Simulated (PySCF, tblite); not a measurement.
# C3H6O: protonation, NMR shifts

Aim: compute the protonation, NMR shifts of C3H6O (`C=COC`).

Programs: tblite 0.8.0 and PySCF 2.14.0, with routines of our own; each step states its level. All values are computed. Atoms count from 0.

## (1) The system as given

10 atoms, charge 0, multiplicity 1; geometry from: start built from the parent or by distance geometry.

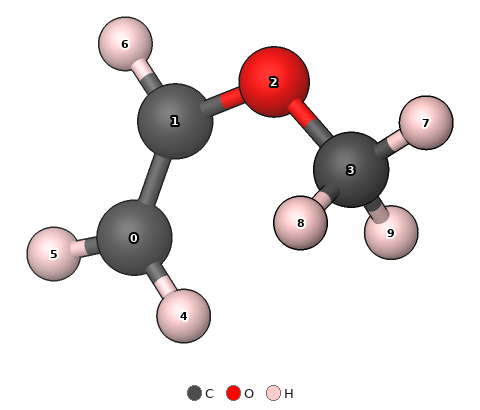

The starting geometry (carbon dark grey, oxygen red, hydrogen pink).

## (2) Geometry optimisation with GFN2-xTB

What the job is given:

```
{"job": {"kind": "relax", "xc": "GFN2-xTB", "basis": "xTB"}, "charge": 0, "multiplicity": 1}
C      1.381500    -0.463100     0.369000
C      0.705900     0.720000     0.413800
O     -0.542100     1.002700     0.057700
C     -1.339300    -0.034500    -0.512600
H      0.914400    -1.366600    -0.003800
H      2.379400    -0.527000     0.716000
H      1.188400     1.611400     0.820800
H     -2.311500     0.361000    -0.739400
H     -0.874100    -0.440800    -1.412500
H     -1.484900    -0.853900     0.245700
```

Run with:

```console
$ OMP_NUM_THREADS=1 python redox_run.py task.json out
```

One launch serves the whole session: the jobs run in the order shown.

What it wrote:

```text
step      E/eV     max force
  0    -367.45194    2.594
  1    -367.50138    2.320
  2    -367.53772    0.355
  3    -367.54117    0.182
  4    -367.54382    0.140
  5    -367.54549    0.116
  6    -367.54644    0.085
  7    -367.54703    0.068
  8    -367.54723    0.033
  9    -367.54732    0.026
 10    -367.54738    0.022
 11    -367.54741    0.019
 12    -367.54744    0.016
 13    -367.54747    0.022
 14    -367.54752    0.022
 15    -367.54758    0.023
 16    -367.54764    0.019
 17    -367.54768    0.017
 18    -367.54770    0.013
 19    -367.54772    0.011
 20    -367.54773    0.007
```

Wall time 0.13 s (1 thread of Arm Neoverse V2, shared host).

Along the way:

```tsv
step	energy from step 0 (eV)	largest force (eV/Å)
0	0.0000	2.5945
1	-0.0494	2.3200
2	-0.0858	0.3547
3	-0.0892	0.1816
4	-0.0919	0.1398
5	-0.0935	0.1164
6	-0.0945	0.0851
7	-0.0951	0.0682
8	-0.0953	0.0331
9	-0.0954	0.0264
10	-0.0954	0.0217
11	-0.0955	0.0191
12	-0.0955	0.0158
13	-0.0955	0.0218
14	-0.0956	0.0222
15	-0.0956	0.0226
16	-0.0957	0.0193
17	-0.0957	0.0165
18	-0.0958	0.0135
19	-0.0958	0.0106
20	-0.0958	0.0073
```

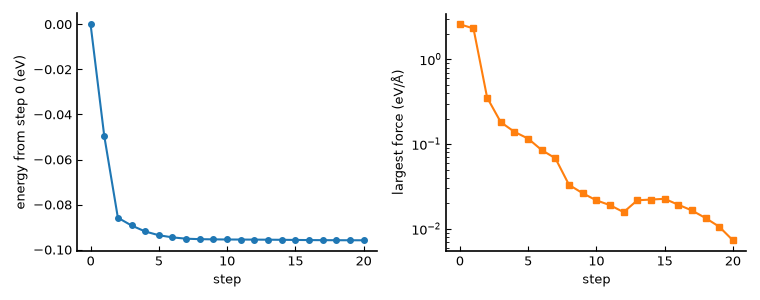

Energy and largest force along the relaxation.

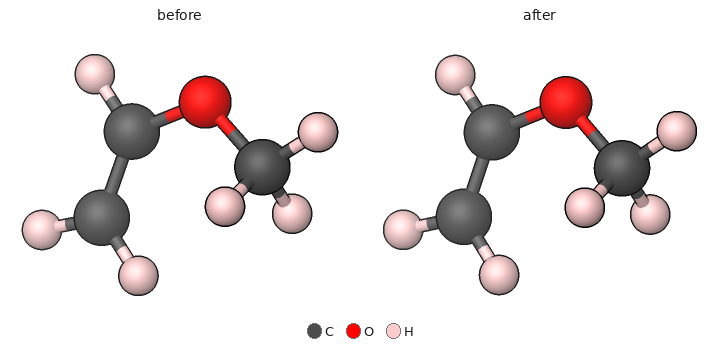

The geometry before (left) and after (right).

Distances of close pairs at the start and the end, largest changes first:

```tsv
bond	before (Å)	after (Å)	change (Å)
C0–C1	1.363	1.324	-0.040
C3–H9	1.126	1.095	-0.031
C1–O2	1.328	1.354	+0.025
O2–C3	1.427	1.408	-0.019
C0–H5	1.058	1.073	+0.015
C3–H7	1.074	1.089	+0.015
C1–H6	1.092	1.082	-0.010
C0–H4	1.083	1.075	-0.008
```

The final coordinates are the input of the step that follows.

## (3) Infrared spectrum with GFN2-xTB

What the job is given:

```
{"job": {"kind": "ir", "xc": "GFN2-xTB", "basis": "xTB"}, "charge": 0, "multiplicity": 1}
C      1.347318    -0.450320     0.366193
C      0.712554     0.709586     0.424979
O     -0.553591     1.000438     0.044526
C     -1.324170    -0.048814    -0.491770
H      0.901068    -1.351704    -0.013325
H      2.361477    -0.523985     0.710196
H      1.185336     1.602064     0.813200
H     -2.293760     0.381835    -0.735432
H     -0.863957    -0.453058    -1.399031
H     -1.454510    -0.856733     0.235408
```

What it wrote:

```text
mode    cm-1     km/mol
  1     216.3      3.39
  2     248.2      6.75
  3     305.9      2.42
  4     570.0      2.29
  5     655.2      7.85
  6     826.2     19.76
  7     927.9     53.14
  8     991.4     16.36
  9    1017.5      8.09
 10    1124.4      2.58
 11    1159.2      6.72
 12    1179.9    128.15
 13    1292.5      4.56
 14    1389.0      7.73
 15    1411.9     10.21
 16    1466.7      4.67
 17    1486.0      7.43
 18    1708.6    187.85
 19    2932.0     41.64
 20    2947.6     27.26
 21    3029.4     14.83
 22    3066.6     25.62
 23    3131.3     14.56
 24    3161.8     34.67
ZPE 216.797  H(298)-E 232.066  G(298)-E 146.372 kJ/mol  S 287.42 J/(mol K)
```

Run time: 0.13 s. Hardware: 1 thread of Arm Neoverse V2, shared host.

Which atoms move in the most intense modes:

```tsv
cm⁻¹	km/mol	atoms
826	19.8	H5 63 %, C0 20 %, H4 12 %
928	53.1	O2 25 %, H5 17 %, C3 15 %, C0 14 %
1180	128.2	O2 40 %, C1 30 %
1709	187.8	C1 52 %, C0 39 %
2932	41.6	H9 48 %, H8 43 %
2948	27.3	H8 51 %, H9 45 %
3067	25.6	H6 92 %
3162	34.7	H5 69 %, H4 21 %
```

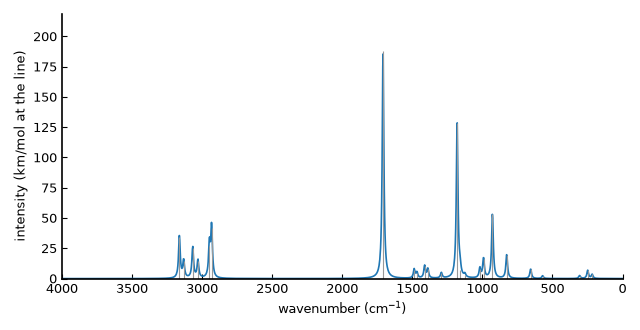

The infrared spectrum from these modes, unscaled. Lines are broadened to a width of 14 cm⁻¹ (Lorentzian).

## (4) Relaxing the molecule at PBE0-D3(BJ)/def2-SVP

Settings changed since step 3:

```diff
@@ -1,2 +1,2 @@
-{"job": {"kind": "ir", "xc": "GFN2-xTB", "basis": "xTB"}, "charge": 0, "multiplicity": 1}
+{"job": {"xc": "PBE0", "basis": "def2-SVP", "d3": "d3bj", "grid": 1, "kind": "geom"}, "charge": 0, "multiplicity": 1}
 C      1.347318    -0.450320     0.366193
```

What it wrote:

```text
step   0  E = -192.74812919  max force = 0.018688
step   1  E = -192.74921057  max force = 0.001657
step   2  E = -192.74922324  max force = 0.000212
optimisation converged
```

It took 5.1 s on 1 thread of Arm Neoverse V2, shared host.

Relaxation path:

```tsv
step	energy from step 0 (eV)	largest force component (eV/Å)
0	0.0000	0.9610
1	-0.0294	0.0852
2	-0.0298	0.0109
```

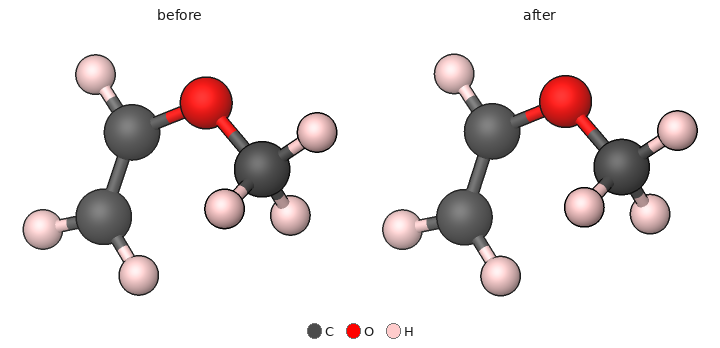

Before and after, at one scale.

Distances of close pairs at the start and the end, largest changes first:

```tsv
bond	before (Å)	after (Å)	change (Å)
C0–H5	1.073	1.090	+0.017
C0–H4	1.075	1.091	+0.016
C0–C1	1.324	1.338	+0.015
C1–H6	1.082	1.094	+0.012
C1–O2	1.354	1.341	-0.012
C3–H8	1.095	1.105	+0.010
C3–H9	1.095	1.105	+0.010
C3–H7	1.089	1.097	+0.009
```

The end geometry stands in the next job.

```tsv
at the end point	value
point group (found at 0.08 Å tolerance)	Cs
rotational constants (GHz, main isotopes)	18.611, 6.380, 4.901
dipole moment (D)	0.95
```

## (5) Harmonic vibrations (C3H6O): PBE0-D3(BJ)/def2-SVP

What the job is given:

```
{"job": {"xc": "PBE0", "basis": "def2-SVP", "d3": "d3bj", "grid": 2, "kind": "hessian"}, "charge": 0, "multiplicity": 1}
C      1.337115    -0.469909     0.351691
C      0.710680     0.710682     0.423360
O     -0.543804     1.007691     0.052539
C     -1.318715    -0.029297    -0.482435
H      0.872648    -1.377016    -0.037987
H      2.368054    -0.537920     0.700275
H      1.207842     1.600909     0.820813
H     -2.300437     0.394963    -0.727852
H     -0.861910    -0.442631    -1.399567
H     -1.449457    -0.851540     0.243824
```

What it wrote:

```text
coarse grid: 8064 points
cycle   1  E = -192.6714368505  dE =  3.699e-01  |g| = 4.563e-01  |ddm| = 3.054e+00
cycle   2  E = -192.6497577700  dE =  2.168e-02  |g| = 5.789e-01  |ddm| = 8.412e-01
cycle   3  E = -192.7137316720  dE = -6.397e-02  |g| = 7.509e-02  |ddm| = 4.839e-01
cycle   4  E = -192.7146553647  dE = -9.237e-04  |g| = 3.198e-02  |ddm| = 7.807e-02
cycle   5  E = -192.7148862288  dE = -2.309e-04  |g| = 1.095e-02  |ddm| = 3.702e-02
cycle   6  E = -192.7149165734  dE = -3.034e-05  |g| = 2.431e-03  |ddm| = 1.207e-02
cycle   7  E = -192.7149180295  dE = -1.456e-06  |g| = 2.416e-04  |ddm| = 2.268e-03
final grid: 77064 points
cycle   8  E = -192.7492221957  dE = -2.318e-05  |g| = 9.467e-03  |ddm| = 2.723e-02
cycle   9  E = -192.7492014247  dE =  2.077e-05  |g| = 1.414e-02  |ddm| = 1.639e-02
cycle  10  E = -192.7492402678  dE = -3.884e-05  |g| = 1.702e-03  |ddm| = 1.078e-02
cycle  11  E = -192.7492410088  dE = -7.410e-07  |g| = 2.361e-04  |ddm| = 1.861e-03
cycle  12  E = -192.7492410199  dE = -1.115e-08  |g| = 1.103e-04  |ddm| = 2.770e-04
cycle  13  E = -192.7492410229  dE = -2.939e-09  |g| = 1.709e-05  |ddm| = 1.002e-04
cycle  14  E = -192.7492410229  dE = -6.361e-11  |g| = 4.217e-06  |ddm| = 1.802e-05
converged SCF energy = -192.7492410229

mode    cm-1
  1     249.6
  2     265.3
  3     321.9
  4     597.2
  5     726.9
  6     833.3
  7     942.1
  8    1002.1
  9    1059.0
 10    1177.5
 11    1215.9
 12    1282.6
 13    1356.7
 14    1407.3
 15    1461.9
 16    1471.1
 17    1482.2
 18    1729.2
 19    3021.9
 20    3102.2
 21    3181.0
 22    3194.6
 23    3215.4
 24    3297.6
ZPE 224.864  H(298)-E 239.693  G(298)-E 154.842 kJ/mol  S 284.59 J/(mol K)
```

Wall time 64 s (1 thread of Arm Neoverse V2, shared host); peak memory 1.3 GiB.

Zero-point energy 224.86 kJ/mol (xTB gave 216.80).

## (6) Single point (C3H6O): wB97X-D3(BJ)/def2-TZVP

Geometry: PBE0-D3(BJ)/def2-SVP.

Settings changed since step 5:

```diff
@@ -1,2 +1,2 @@
-{"job": {"xc": "PBE0", "basis": "def2-SVP", "d3": "d3bj", "grid": 2, "kind": "hessian"}, "charge": 0, "multiplicity": 1}
+{"job": {"kind": "sp", "xc": "wB97X", "basis": "def2-TZVP", "d3": "d3bj", "grid": 2}, "charge": 0, "multiplicity": 1}
 C      1.337115    -0.469909     0.351691
```

What it wrote:

```text
coarse grid: 8064 points
cycle   1  E = -193.2238438832  dE =  5.149e-01  |g| = 4.893e-01  |ddm| = 2.143e+00
cycle   2  E = -193.2339075878  dE = -1.006e-02  |g| = 4.793e-01  |ddm| = 4.959e-01
cycle   3  E = -193.2701362246  dE = -3.623e-02  |g| = 5.489e-02  |ddm| = 2.404e-01
cycle   4  E = -193.2706324351  dE = -4.962e-04  |g| = 2.446e-02  |ddm| = 4.640e-02
cycle   5  E = -193.2707723514  dE = -1.399e-04  |g| = 6.582e-03  |ddm| = 2.192e-02
cycle   6  E = -193.2707830939  dE = -1.074e-05  |g| = 1.366e-03  |ddm| = 6.007e-03
cycle   7  E = -193.2707836558  dE = -5.620e-07  |g| = 4.380e-04  |ddm| = 1.622e-03
final grid: 77064 points
cycle   8  E = -193.2642532214  dE = -3.869e-05  |g| = 5.210e-03  |ddm| = 3.416e-02
cycle   9  E = -193.2642528521  dE =  3.692e-07  |g| = 5.557e-03  |ddm| = 5.984e-03
cycle  10  E = -193.2642577136  dE = -4.862e-06  |g| = 4.367e-04  |ddm| = 2.573e-03
cycle  11  E = -193.2642577512  dE = -3.756e-08  |g| = 1.902e-04  |ddm| = 6.208e-04
cycle  12  E = -193.2642577604  dE = -9.182e-09  |g| = 3.480e-05  |ddm| = 2.258e-04
converged SCF energy = -193.2642577604
```

It took 6 s on 1 thread of Arm Neoverse V2, shared host; peak memory 0.61 GiB.

The fields below are evaluated on a grid from the run's orbitals.

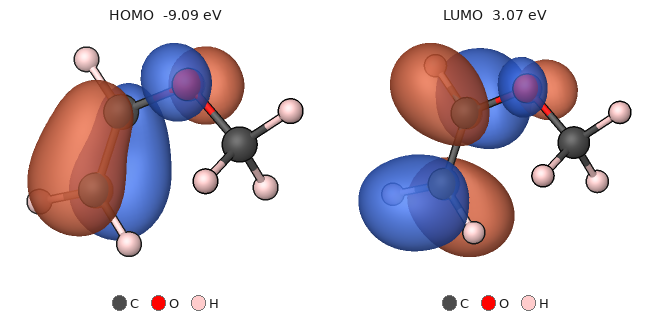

Frontier orbitals at wB97X/def2-TZVP; each surface holds 70 % of the orbital's density, blue and red mark the sign.

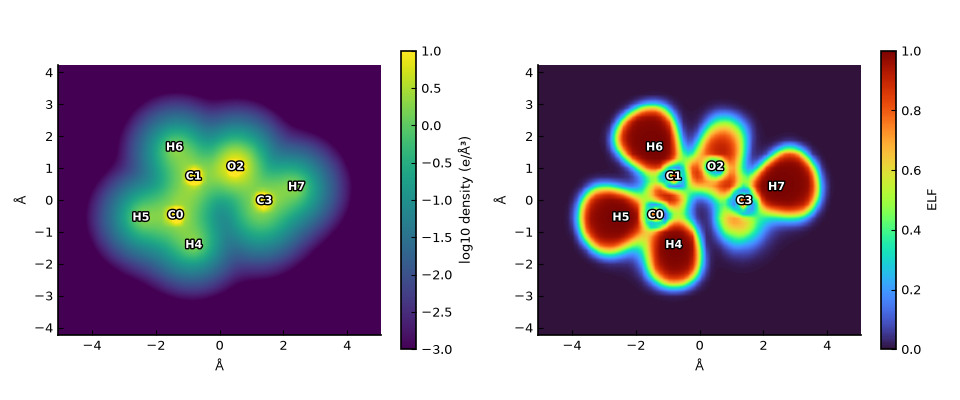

Density (left) and ELF (right) in a plane through or near 8 of the atoms.

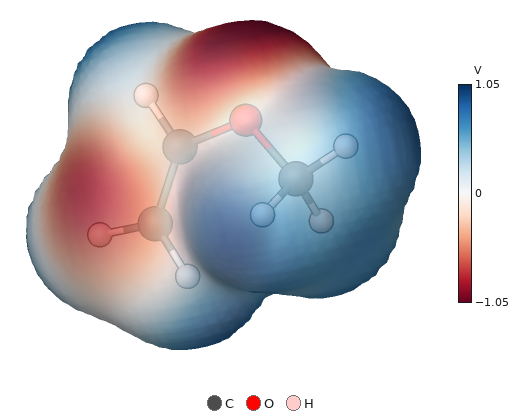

The potential that a unit positive charge feels on the 0.002 e/bohr³ surface, from the 1st to the 99th percentile, from -1.05 V near O2 to 0.91 V near H7.

## (7) Geometry optimisation with GFN2-xTB

This step treats C3H7O+, `C/C=[O+]\C`.

What the job is given:

```
{"job": {"kind": "relax", "xc": "GFN2-xTB", "basis": "xTB"}, "charge": 1, "multiplicity": 1}
C      1.353400    -0.476000     0.346400
C      0.700000     0.719300     0.400300
O     -0.526400     1.000100     0.055700
C     -1.321200    -0.014700    -0.503000
H      0.869400    -1.380900    -0.026600
H      2.357100    -0.539600     0.691500
H      1.208300     1.606700     0.809800
H     -2.289000     0.404000    -0.722800
H     -0.852900    -0.449500    -1.400800
H     -1.458800    -0.854200     0.249100
H      0.914100    -0.519100     1.318700
```

What it wrote:

```text
step      E/eV     max force
  0    -368.32410    5.011
  1    -368.63827    2.608
  2    -368.83846    1.823
  3    -369.07501    1.206
  4    -369.14637    0.978
  5    -369.25715    0.744
  6    -369.29671    0.690
  7    -369.33057    0.585
  8    -369.36007    0.495
  9    -369.38746    0.473
 10    -369.40639    0.501
 11    -369.41659    0.361
 12    -369.42065    0.160
 13    -369.42188    0.108
 14    -369.42252    0.089
 15    -369.42314    0.066
 16    -369.42374    0.070
 17    -369.42442    0.080
 18    -369.42518    0.094
 19    -369.42600    0.094
 20    -369.42677    0.086
 21    -369.42739    0.069
 22    -369.42778    0.047
 23    -369.42798    0.035
 24    -369.42807    0.027
 25    -369.42815    0.026
 26    -369.42825    0.033
 27    -369.42837    0.032
 28    -369.42845    0.026
 29    -369.42850    0.018
 30    -369.42854    0.020
 31    -369.42859    0.023
 32    -369.42864    0.017
 33    -369.42867    0.013
 34    -369.42868    0.009
 35    -369.41489    0.738
 36    -369.42814    0.320
 37    -369.43242    0.186
 38    -369.43302    0.092
 39    -369.43327    0.063
 40    -369.43335    0.030
 41    -369.43344    0.019
 42    -369.43345    0.011
 43    -369.43346    0.009
```

Run time: 0.16 s. Hardware: 1 thread of Arm Neoverse V2, shared host.

Step by step: (not every step is listed) (the energy doesn't fall at every step)

```tsv
step	energy from step 0 (eV)	largest force (eV/Å)
0	0.0000	5.0108
1	-0.3142	2.6081
2	-0.5144	1.8227
3	-0.7509	1.2057
4	-0.8223	0.9778
5	-0.9331	0.7440
6	-0.9726	0.6904
7	-1.0065	0.5853
8	-1.0360	0.4954
11	-1.0925	0.3611
14	-1.0984	0.0894
17	-1.1003	0.0801
20	-1.1027	0.0859
23	-1.1039	0.0355
26	-1.1042	0.0325
29	-1.1044	0.0182
32	-1.1045	0.0173
35	-1.0908	0.7384
38	-1.1089	0.0923
39	-1.1092	0.0633
40	-1.1093	0.0301
41	-1.1093	0.0187
42	-1.1094	0.0114
43	-1.1094	0.0092
```

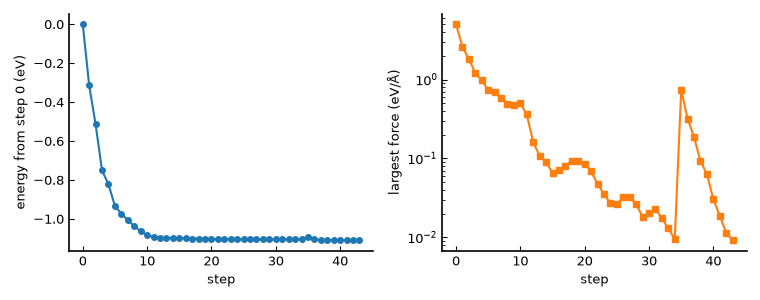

Energy and force, step by step.

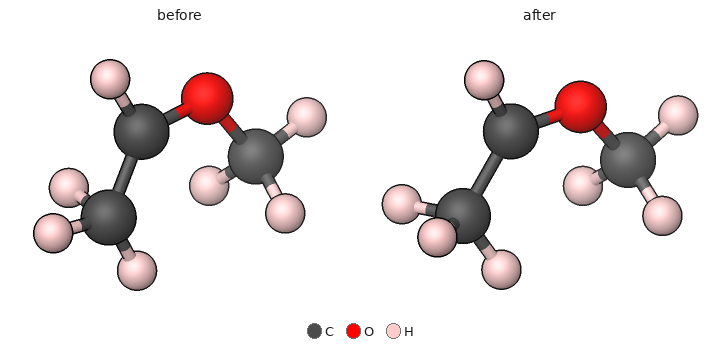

Before and after, at one scale.

Distances of close pairs at the start and the end, largest changes first:

```tsv
bond	before (Å)	after (Å)	change (Å)
C0–C1	1.363	1.449	+0.086
C1–O2	1.304	1.247	-0.058
C3–H9	1.135	1.091	-0.044
C0–H10	1.068	1.098	+0.030
C0–H5	1.063	1.092	+0.029
O2–C3	1.405	1.426	+0.021
C3–H7	1.077	1.090	+0.013
C3–H8	1.102	1.093	-0.009
```

The next job starts from the end point, and lists it.

## (8) Infrared spectrum with GFN2-xTB

What the job is given:

```
{"job": {"kind": "ir", "xc": "GFN2-xTB", "basis": "xTB"}, "charge": 1, "multiplicity": 1}
C      1.309166    -0.520905     0.610954
C      0.657008     0.758167     0.412380
O     -0.465305     0.987087    -0.079888
C     -1.362936    -0.015047    -0.551802
H      0.872216    -1.340486     0.044077
H      2.379329    -0.436437     0.410809
H      1.180926     1.663665     0.731629
H     -2.305617     0.493210    -0.753591
H     -0.987320    -0.454098    -1.479303
H     -1.512565    -0.800124     0.191205
H      1.256238    -0.770029     1.679214
```

What it wrote:

```text
mode    cm-1     km/mol
  1      32.7      6.83
  2      45.1      8.24
  3     278.6      2.89
  4     395.0      1.68
  5     586.3     12.41
  6     763.3     38.80
  7     904.7     11.61
  8     975.7     14.98
  9     985.8     22.82
 10    1081.7      0.56
 11    1119.8      0.93
 12    1150.1     37.18
 13    1283.3     15.29
 14    1311.5    231.59
 15    1352.4     42.90
 16    1364.1     41.17
 17    1393.9     19.69
 18    1415.0     49.81
 19    1424.8     13.92
 20    1581.9    326.56
 21    2921.7     47.58
 22    2959.7     16.38
 23    2990.5      5.82
 24    3006.7     41.39
 25    3007.6      3.47
 26    3043.3     17.74
 27    3053.0      1.99
ZPE 241.813  H(298)-E 259.616  G(298)-E 167.522 kJ/mol  S 308.89 J/(mol K)
```

Run time: 0.14 s. Hardware: 1 thread of Arm Neoverse V2, shared host.

The strongest bands and the atoms that carry them (share of the mass-weighted mode):

```tsv
cm⁻¹	km/mol	atoms
763	38.8	H6 45 %, H10 31 %
1312	231.6	H5 41 %, H10 31 %, C0 12 %
1352	42.9	H4 43 %, H10 37 %
1364	41.2	H9 34 %, H8 33 %, H7 14 %
1415	49.8	H7 43 %, H8 25 %, H9 11 %
1582	326.6	C1 59 %, O2 31 %
2922	47.6	H10 88 %
3007	41.4	H5 72 %, H9 16 %
```

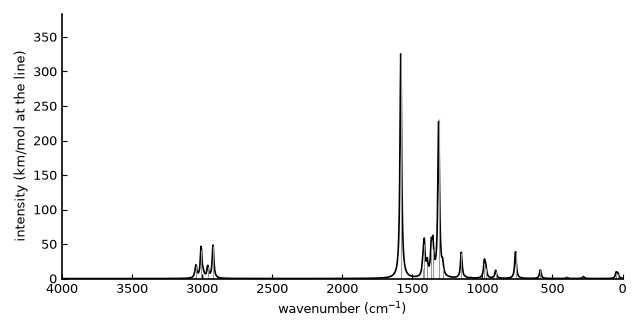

The infrared spectrum from these modes, unscaled. Lines are broadened to a width of 14 cm⁻¹ (Lorentzian).

## (9) Geometry optimisation at PBE0-D3(BJ)/def2-SVP

This step treats C3H7O+, `C/C=[O+]\C`.

Settings changed since step 8:

```diff
@@ -1,2 +1,2 @@
-{"job": {"kind": "ir", "xc": "GFN2-xTB", "basis": "xTB"}, "charge": 1, "multiplicity": 1}
+{"job": {"xc": "PBE0", "basis": "def2-SVP", "d3": "d3bj", "grid": 1, "kind": "geom"}, "charge": 1, "multiplicity": 1}
 C      1.309166    -0.520905     0.610954
```

What it wrote:

```text
step   0  E = -193.08439776  max force = 0.011559
step   1  E = -193.08573255  max force = 0.002374
step   2  E = -193.08579279  max force = 0.000251
step   3  E = -193.08584215  max force = 0.001148
step   4  E = -193.08589176  max force = 0.001474
step   5  E = -193.08591673  max force = 0.000665
step   6  E = -193.08592829  max force = 0.000246
optimisation converged
```

Run time: 13 s. Hardware: 1 thread of Arm Neoverse V2, shared host.

Relaxation path:

```tsv
step	energy from step 0 (eV)	largest force component (eV/Å)
0	0.0000	0.5944
1	-0.0363	0.1221
2	-0.0380	0.0129
3	-0.0393	0.0590
4	-0.0407	0.0758
5	-0.0413	0.0342
6	-0.0416	0.0126
```

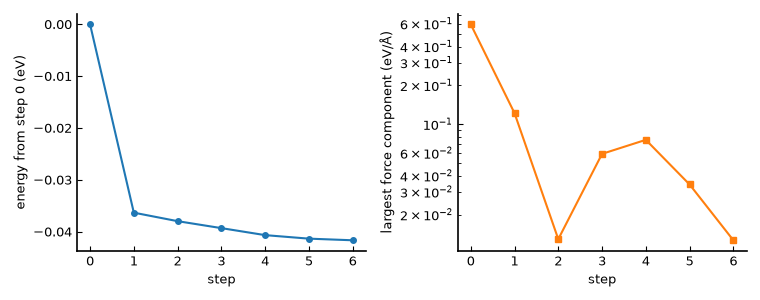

Energy and force, step by step.

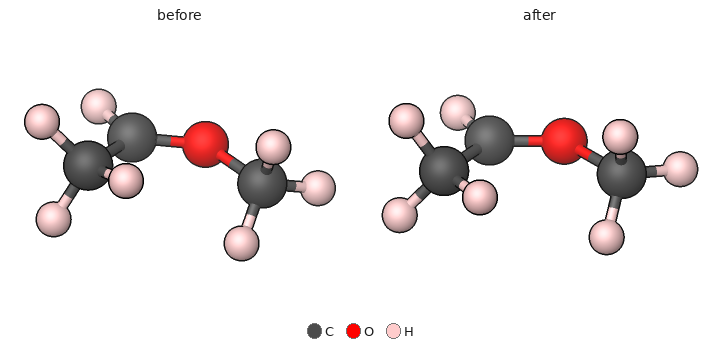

Before and after, at one scale.

Distances of close pairs at the start and the end, largest changes first:

```tsv
bond	before (Å)	after (Å)	change (Å)
O2–C3	1.426	1.456	+0.031
C0–H5	1.092	1.107	+0.015
C0–H10	1.098	1.107	+0.009
C1–H6	1.094	1.102	+0.009
C0–H4	1.088	1.095	+0.007
C3–H9	1.091	1.097	+0.006
C3–H8	1.093	1.098	+0.005
C3–H7	1.090	1.094	+0.004
```

The next job starts from the end point, and lists it.

```tsv
at the end point	value
rotational constants (GHz, main isotopes)	17.175, 5.740, 4.550
```

[end of part 1 of 3]
